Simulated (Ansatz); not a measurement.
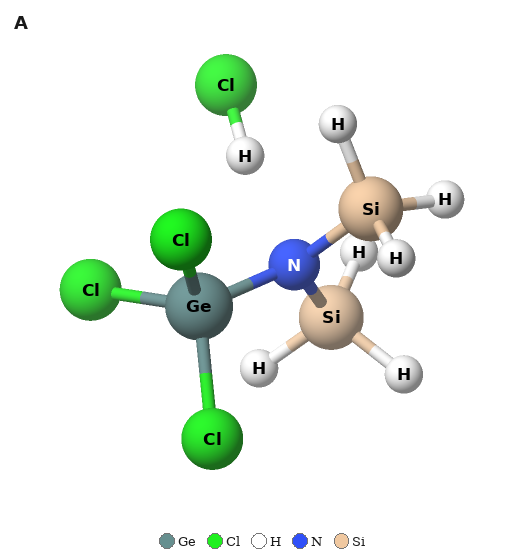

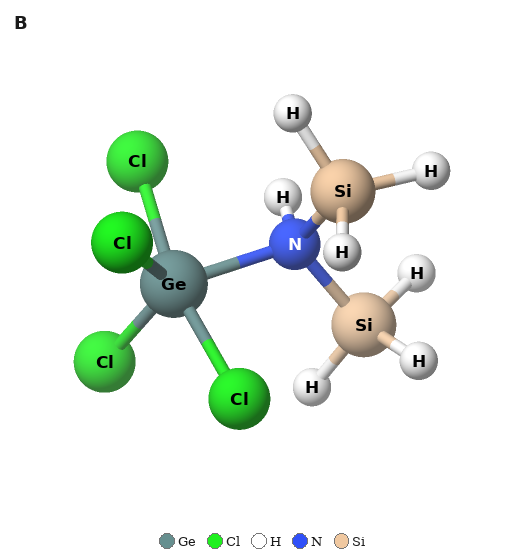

2 stationary structures of one formula. Geometries: PBE0-D4/def2-TZVP. Electronic energies: CCSD(T)/CBS (MP2 limit from def2-TZVPP and def2-QZVPP plus CCSD(T) − MP2) (Ansatz 0.2.0), without zero-point energy. Each is one conformer, not always the lowest.

### Which structure is the most stable?

A is lowest (a minimum); B lies 6.3 kcal/mol above it (a minimum).
